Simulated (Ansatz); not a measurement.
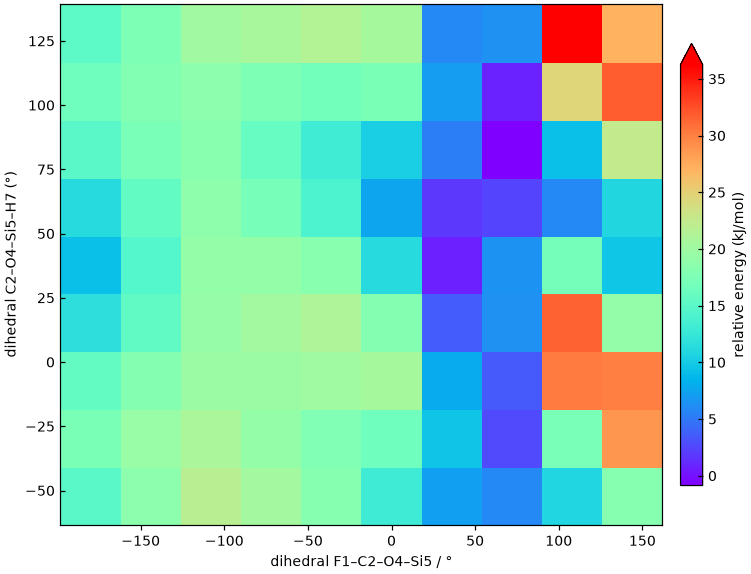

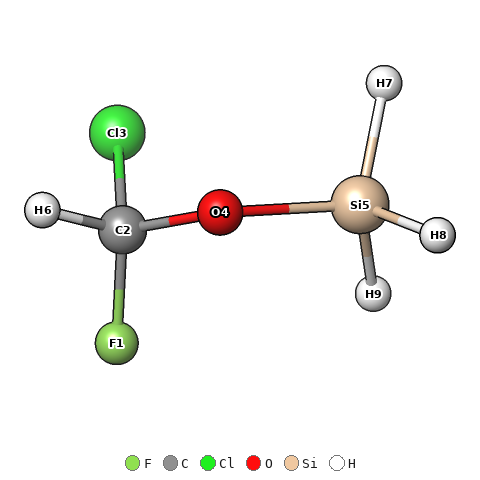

Energy landscape of CH4ClFOSi, SMILES FC(Cl)O[SiH3]. First axis: dihedral F1–C2–O4–Si5. Second axis: dihedral C2–O4–Si5–H7. Nothing is relaxed (all other coordinates rigid). The grid has 10 × 9 points. Energies are in kJ/mol, from the relaxed molecule at the same level. Energies and slopes of some neighbouring points disagree (a jump in structure or state, or too coarse a mesh). All numbers below come from RKS PBE-D4/def2-SVP (Ansatz 0.2.0).

In the figure: one coloured cell a grid point, one colour for all values above the top of the scale. The second picture is the structure at the lowest point.

Question: Summarise what can be read from the map.

Answer: The lowest grid point is at dihedral F1–C2–O4–Si5 = 72°, dihedral C2–O4–Si5–H7 = 83.0°, −0.9 kJ/mol from the relaxed molecule at the same level. Other grid points that lie below all their neighbours: dihedral F1–C2–O4–Si5 = 36°, dihedral C2–O4–Si5–H7 = 38.0° (1.5 kJ/mol higher); dihedral F1–C2–O4–Si5 = 72°, dihedral C2–O4–Si5–H7 = −29.5° (3.5 kJ/mol higher); dihedral F1–C2–O4–Si5 = −180°, dihedral C2–O4–Si5–H7 = 38.0° (10.1 kJ/mol higher). The highest grid point, dihedral F1–C2–O4–Si5 = 108°, dihedral C2–O4–Si5–H7 = 128.0°, lies 37.1 kJ/mol above the lowest.

The values on the grid:

```
dihedral C2–O4–Si5–H7 ↓, dihedral F1–C2–O4–Si5 →  −180  −144  −108   −72   −36     0   36    72   108   144
                                           128.0  15.2  17.4  20.1  20.7  21.4  20.6  6.0   6.3  36.3  27.0
                                           105.5  16.5  17.9  18.6  17.6  16.8  17.4  7.1   0.8  24.7  31.8
                                            83.0  15.0  17.2  18.4  15.9  13.1  10.4  5.3  −0.9   9.2  22.6
                                            60.5  11.2  15.6  18.8  17.1  14.0   7.4  1.8   2.4   5.9  10.9
                                            38.0   9.2  14.5  19.3  19.2  18.4  11.2  0.6   6.5  17.0   9.6
                                            15.5  11.7  15.4  19.4  20.2  21.1  18.1  3.6   6.3  31.5  19.1
                                            −7.0  15.8  18.0  19.7  19.7  19.9  20.5  8.0   3.5  30.3  30.1
                                           −29.5  17.4  19.5  20.8  19.2  17.7  16.5  9.6   2.6  17.1  28.8
                                           −52.0  15.1  18.7  21.8  20.3  18.3  13.0  7.2   5.9  10.9  18.3
```

The input of one point:

```yaml
crystal:
  periodic: [false, false, false]
  atoms:
    - { symbol: F, position_ang: [1.597038, 0.969539, 0.015235] }
    - { symbol: C, position_ang: [1.159259, -0.133351, 0.702724] }
    - { symbol: Cl, position_ang: [1.807936, -1.607302, -0.175533] }
    - { symbol: O, position_ang: [-0.185976, -0.149263, 0.794916] }
    - { symbol: Si, position_ang: [-1.239814, -0.478229, -0.525655] }
    - { symbol: H, position_ang: [1.62309, -0.146082, 1.709947] }
    - { symbol: H, position_ang: [-1.384655, -1.957053, -0.717548] }
    - { symbol: H, position_ang: [-2.531676, 0.156162, -0.120769] }
    - { symbol: H, position_ang: [-0.706196, 0.169532, -1.767992] }
basis:
  gaussian: { orbitals: def2-SVP }
hamiltonian:
  xc: pbe
  dispersion: d4
output:
  forces: true
```

Time for the 90 points that were run: 9.6 min on 1 thread of Arm Neoverse V2 (shared host).
